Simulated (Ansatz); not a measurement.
# AlGa2H (triplet): correlated methods under varied settings at distance Al2–H4 = 1.846 Å

What do other methods and options give for AlGa2H (triplet) at this geometry, and how long do they take?

The runs use Ansatz 0.2.0, Gaussian basis; the settings change from run to run.

35 further runs of the same task are left out: 4 for a mislabelled method, 3 for a known fault of the program, 20 that didn't finish, 8 set aside as unsound or not needed.

## Step 1: The geometry

The geometry derives from a PBE0/def2-TZVP stationary point (not a proven minimum). One bond is set to the value named and the two fragments are kept rigid. No spin-orbit coupling is included. The filled d shell of Ga may be among the frozen orbitals whatever the setting's name suggests; the logs give the count.

4 atoms, charge 0, spin multiplicity 3.

Atoms are counted from 1 here; the program's logs count them from 0.

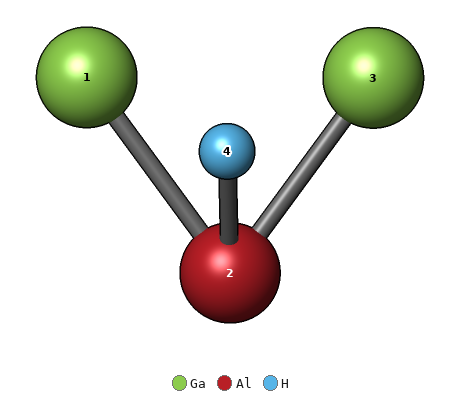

The geometry (gallium green, aluminium red, hydrogen blue); atoms are numbered from 1 in the order of the file.

## Step 2: HF/cc-pVDZ

Input file in.yaml:

```yaml
crystal:
  periodic: [false, false, false]
  atoms:
    - {symbol: Ga, position_ang: [-0.004403, 0.336351, 1.508986]}
    - {symbol: Al, position_ang: [-0.022649, -1.725034, 0.000000]}
    - {symbol: Ga, position_ang: [-0.004403, 0.336351, -1.508986]}
    - {symbol: H, position_ang: [1.215461, -0.355847, 0.000000]}
basis:
  gaussian: {orbitals: cc-pVDZ, fitting: {mean_field: def2-universal-jkfit}}
magnetization: {spin_polarized: false, initial_magnetization: 2}
hamiltonian: {xc: hf}
scf: {lower_state_search: off}
output: {forces: true, orbitals: {seedname: orbitals}}
```

Command:

```sh
> ansatz run in.yaml --threads 1 --pin off --events-out ev --progress --plain --max-ram 2393MiB
```

The log of the run:

```text
Functional definition: HF
  name "HF"
  cite "Fock, Z. Phys. 61, 126 (1930) doi:10.1007/BF01340294"
  parent pbe
  exchange = exact_x
  correlation = 0
these checks for a lower state are left out or cut short: stability, starts, cluster_reference, orbital_swaps, neighbouring_geometries, increment
678 factors; integrals over basis functions are off by at most 3.5e-1 eV
mean field evaluation 1: about -111263.5320 eV, gradient 6.8e0 eV
mean field evaluation 2: about -111263.8899 eV, gradient 2.5e0 eV
mean field evaluation 4: about -111263.9753 eV, gradient 3.6e-1 eV
mean field evaluation 8: about -111263.9845 eV, gradient 6.7e-7 eV
mean field -111263.98450987 eV, -4088.8760133004 hartree, gradient 6.7e-7 eV, S^2 2.000000; 0 other end points of the search recorded, 0 dependent functions left out
the calculation of the forces begins
reference -111263.98450987 eV, -4088.8760133004 hartree; 39, 37 occupied and 38, 40 virtual orbitals, 678 factors
Total energy: -111263.98450987 eV, -4088.8760133004 hartree
Atom 0 at    -0.004403     0.336351     1.508986 Å, force    -0.048736     0.354909     0.494614 eV/Å
Atom 1 at    -0.022649    -1.725034     0.000000 Å, force    -0.074769    -0.727547     0.000000 eV/Å
Atom 2 at    -0.004403     0.336351    -1.508986 Å, force    -0.048736     0.354909    -0.494614 eV/Å
Atom 3 at     1.215461    -0.355847     0.000000 Å, force     0.172241     0.017730    -0.000000 eV/Å
Dipole moment:    -0.038518     0.041129    -0.000000 e Å
Checks for a lower state left out: stability, starts, cluster_reference, orbital_swaps, neighbouring_geometries, increment
```

Run time: 2.1 s. Hardware: 1 thread of AMD EPYC 7R43, shared host.

## Step 3: CISD/cc-pVDZ

Input file in.yaml:

```yaml
crystal:
  periodic: [false, false, false]
  atoms:
    - {symbol: Ga, position_ang: [-0.004403, 0.336351, 1.508986]}
    - {symbol: Al, position_ang: [-0.022649, -1.725034, 0.000000]}
    - {symbol: Ga, position_ang: [-0.004403, 0.336351, -1.508986]}
    - {symbol: H, position_ang: [1.215461, -0.355847, 0.000000]}
basis:
  gaussian: {orbitals: cc-pVDZ}
magnetization: {spin_polarized: false, initial_magnetization: 2}
correlation: {active_space: {ras: {orbitals: [4, 2, 38], electrons: 10, max_holes: 2, max_particles: 2}, fixed_orbitals: true}}
scf: {lower_state_search: light}
output: {forces: true}
```

Launched as before.

The log of the run (excerpt; [...] marks lines left out):

```text
Functional definition: HF
  name "HF"
  cite "Fock, Z. Phys. 61, 126 (1930) doi:10.1007/BF01340294"
  parent pbe
[...]
872 factors; integrals over basis functions are off by at most 9.5e-4 eV
[...]
mean field -111263.98901710 eV, -4088.8761789380 hartree, gradient 8.0e-7 eV, S^2 2.000000; 10 other end points of the search recorded, 0 dependent functions left out
reference -111263.98901710 eV, -4088.8761789380 hartree; 39, 37 occupied and 38, 40 virtual orbitals, 872 factors
state -111268.91425411 eV, -4089.0571780598 hartree
[...]
Total energy: -111268.91425411 eV, -4089.0571780598 hartree
Atom 0 at    -0.004403     0.336351     1.508986 Å, force    -0.023293     0.286804     0.337402 eV/Å
Atom 1 at    -0.022649    -1.725034     0.000000 Å, force    -0.034910    -0.577715    -0.000000 eV/Å
Atom 2 at    -0.004403     0.336351    -1.508986 Å, force    -0.023293     0.286804    -0.337402 eV/Å
Atom 3 at     1.215461    -0.355847     0.000000 Å, force     0.081496     0.004108     0.000000 eV/Å
Dipole moment:    -0.032010     0.029297     0.000000 e Å
```

Run time: 22 s. Hardware: 1 thread of AMD EPYC 7R43, shared host.

From the report: 103,404 determinants.

## Step 4: BCCD/cc-pVDZ

Input file in.yaml:

```yaml
crystal:
  periodic: [false, false, false]
  atoms:
    - {symbol: Ga, position_ang: [-0.004403, 0.336351, 1.508986]}
    - {symbol: Al, position_ang: [-0.022649, -1.725034, 0.000000]}
    - {symbol: Ga, position_ang: [-0.004403, 0.336351, -1.508986]}
    - {symbol: H, position_ang: [1.215461, -0.355847, 0.000000]}
basis:
  gaussian: {orbitals: cc-pVDZ}
magnetization: {spin_polarized: true, initial_magnetization: 2}
hamiltonian: {xc: {name: PBE}, pseudopotentials: {relativity: none}}
correlation: {method: bccd, electrons: outside_noble_gas}
scf: {omitted_lower_state_checks: [cluster_reference]}
```

The command is unchanged.

The log of the run (excerpt; [...] marks lines left out):

```text
Functional definition: PBE
  name "PBE"
  cite "Perdew, Burke & Ernzerhof, Phys. Rev. Lett. 77, 3865 (1996) doi:10.1103/PhysRevLett.77.3865"
  parent pbe
[...]
872 factors; integrals over basis functions are off by at most 9.5e-4 eV
[...]
mean field -111346.90718851 eV, -4091.9233655335 hartree, gradient 1.8e-6 eV, S^2 2.006118; 8 other end points of the search recorded, 0 dependent functions left out
33 core orbitals not correlated: weight in the atoms' cores, before any rotation towards them, 0.998 or more for the frozen orbitals, at most 0.001 for the correlated occupied ones
reference -111262.99861579 eV, -4088.8397823612 hartree; 6, 4 occupied and 38, 40 virtual orbitals, 872 factors
second order -4.70453033 eV of doubles, -0.30963549 eV of singles
cycle   1  -5.44448962 eV  change   -4.4e-1 eV  update   9.0e-2
[...]
cycle  15  -5.71348162 eV  change   -2.2e-6 eV  update   5.2e-6
Total energy: -111268.71209741 eV, -4089.0497489380 hartree
Checks for a lower state left out: cluster_reference
```

Run time: 18 s. Hardware: 1 thread of AMD EPYC 7R43, shared host.

From the report: ⟨S²⟩ of the determinant 2.006 (pure triplet: 2.00); correlation -5.7135 eV; largest double amplitude 0.06.

## Step 5: BCCD(T) on ROHF/cc-pVDZ

Input file in.yaml:

```yaml
crystal:
  periodic: [false, false, false]
  atoms:
    - {symbol: Ga, position_ang: [-0.004403, 0.336351, 1.508986]}
    - {symbol: Al, position_ang: [-0.022649, -1.725034, 0.000000]}
    - {symbol: Ga, position_ang: [-0.004403, 0.336351, -1.508986]}
    - {symbol: H, position_ang: [1.215461, -0.355847, 0.000000]}
basis:
  gaussian: {orbitals: cc-pVDZ, fitting: {mean_field: def2-universal-jkfit}, point_charges: [{charge: -0.50, position_ang: [6.063, -0.966, -0.174]}]}
magnetization: {spin_polarized: false, initial_magnetization: 2}
correlation: {method: bccd_t, electrons: outside_noble_gas}
output: {forces: true}
```

Same command.

The log of the run (excerpt; [...] marks lines left out):

```text
Functional definition: HF
  name "HF"
  cite "Fock, Z. Phys. 61, 126 (1930) doi:10.1007/BF01340294"
  parent pbe
[...]
678 factors; integrals over basis functions are off by at most 3.5e-1 eV
[...]
mean field -111263.99445807 eV, -4088.8763788899 hartree, gradient 1.8e-6 eV, S^2 2.000000; 17 other end points of the search recorded, 0 dependent functions left out
[...]
determinant -111263.99445807 eV, -4088.8763788899 hartree, with singles and doubles -111269.47371276 eV, -4089.0777377856 hartree
determinant -111263.33011952 eV, -4088.8519648984 hartree, with singles and doubles -111268.86210539 eV, -4089.0552616296 hartree
determinant -111262.80910575 eV, -4088.8328179956 hartree, with singles and doubles -111268.32466651 eV, -4089.0355111149 hartree
determinant -111261.48579535 eV, -4088.7841872355 hartree, with singles and doubles -111267.05223627 eV, -4088.9887501660 hartree
[...]
33 core orbitals not correlated: weight in the atoms' cores, before any rotation towards them, 0.999 or more for the frozen orbitals, at most 0.001 for the correlated occupied ones
reference -111263.99445807 eV, -4088.8763788899 hartree; 6, 4 occupied and 38, 40 virtual orbitals, 678 factors
second order -4.46128378 eV of doubles, -0.10975014 eV of singles
cycle   1  -5.47492028 eV  change    4.3e-3 eV  update   8.9e-3
[...]
cycle  21  -5.47106031 eV  change   -1.1e-7 eV  update   1.9e-7
perturbative correction -0.31923040 eV, -0.0117315007 hartree
[...]
Total energy: -111269.78474878 eV, -4089.0891681488 hartree
Atom 0 at    -0.004403     0.336351     1.508986 Å, force     0.001301     0.291892     0.319365 eV/Å
Atom 1 at    -0.022649    -1.725034     0.000000 Å, force    -0.001708    -0.578307     0.001538 eV/Å
Atom 2 at    -0.004403     0.336351    -1.508986 Å, force     0.001562     0.294356    -0.322233 eV/Å
Atom 3 at     1.215461    -0.355847     0.000000 Å, force     0.004008    -0.009303     0.001555 eV/Å
Dipole moment:     0.112049    -0.003657    -0.007766 e Å
```

Run time: 59 s. Hardware: 1 thread of AMD EPYC 7R43, shared host.

From the report: correlation -5.7903 eV; largest double amplitude 0.06.

## Step 6: MP2 on UHF/STO-3G

Input file in.yaml:

```yaml
crystal:
  periodic: [false, false, false]
  atoms:
    - {symbol: Ga, position_ang: [-0.004403, 0.336351, 1.508986]}
    - {symbol: Al, position_ang: [-0.022649, -1.725034, 0.000000]}
    - {symbol: Ga, position_ang: [-0.004403, 0.336351, -1.508986]}
    - {symbol: H, position_ang: [1.215461, -0.355847, 0.000000]}
basis:
  gaussian: {orbitals: STO-3G}
magnetization: {spin_polarized: true, initial_magnetization: 2}
correlation: {method: mp2, electrons: valence}
output: {forces: true}
```

The command is unchanged.

The log of the run (excerpt; [...] marks lines left out):

```text
Functional definition: HF
  name "HF"
  cite "Fock, Z. Phys. 61, 126 (1930) doi:10.1007/BF01340294"
  parent pbe
[...]
457 factors; integrals over basis functions are off by at most 8.4e-5 eV
[...]
mean field -109975.24555121 eV, -4041.5157301083 hartree, gradient 1.6e-6 eV, S^2 3.624645; 23 other end points of the search recorded, 0 dependent functions left out
23 core orbitals not correlated: weight in the atoms' cores, before any rotation towards them, 0.999 or more for the frozen orbitals, at most 0.001 for the correlated occupied ones
reference -109975.24555121 eV, -4041.5157301083 hartree; 16, 14 occupied and 7, 9 virtual orbitals, 457 factors
second order -1.92801815 eV of doubles, -0.00000000 eV of singles
[...]
WARN: the results are in doubt because the forces break the atoms' symmetry
Total energy: -109977.17356937 eV, -4041.5865834686 hartree
Atom 0 at    -0.004403     0.336351     1.508986 Å, force     0.315461    -0.612941    -2.154270 eV/Å
Atom 1 at    -0.022649    -1.725034     0.000000 Å, force    -0.443591     0.437960    -0.054208 eV/Å
Atom 2 at    -0.004403     0.336351    -1.508986 Å, force     0.309691    -0.684089     2.202152 eV/Å
Atom 3 at     1.215461    -0.355847     0.000000 Å, force    -0.181561     0.859070     0.006326 eV/Å
Dipole moment:    -0.026342    -0.951780     0.001105 e Å
In doubt: the forces break the atoms' symmetry
```

It took 75 s on 1 thread of AMD EPYC 7R43, shared host.

From the report: ⟨S²⟩ of the determinant 3.625 (pure triplet: 2.00). The determinant is far from a pure spin state, so its energy mixes those of several spin states (harmless only where they are near-degenerate, as at dissociation). Mind the lines of doubt at the end of the log.

## Step 7: The runs in one table

Where basis and cores are those of an earlier UCCSDT(Q)/cc-pVDZ run (-111269.8614 eV), and the state is the same kind, the miss against it is given. † marks a result that the program doubts.

| level | correlated | functions | energy (eV) | from UCCSDT(Q) (meV) | time |
| --- | --- | --- | --- | --- | --- |
| HF/cc-pVDZ |  | 77 | -111263.9845 | 5876.9 | 2.1 s |
| CISD/cc-pVDZ | outside noble gas | 77 | -111268.9143 | 947.1 | 22 s |
| BCCD/cc-pVDZ (on PBE orbitals) | outside noble gas | 77 | -111268.7121 |  | 18 s |
| BCCD(T) on ROHF/cc-pVDZ (beside a point charge) | outside noble gas | 77 | -111269.7847 |  | 59 s |
| MP2 on UHF/STO-3G † | valence | 46 | -109977.1736 |  | 75 s |

## Step 8: Summary of results

| quantity | value |
| --- | --- |
| runs | 5 |
| quickest | HF/cc-pVDZ, 2.1 s |
| slowest | MP2 on UHF/STO-3G †, 75 s |

In words: Total energies in different bases, with other cores or another treatment of relativity can't be set against each other. MP2 on UHF/STO-3G † took 36 times as long as HF/cc-pVDZ; the jobs differ in more than the method. Hartree-Fock, CASSCF and CASCI lack dynamic correlation by design.
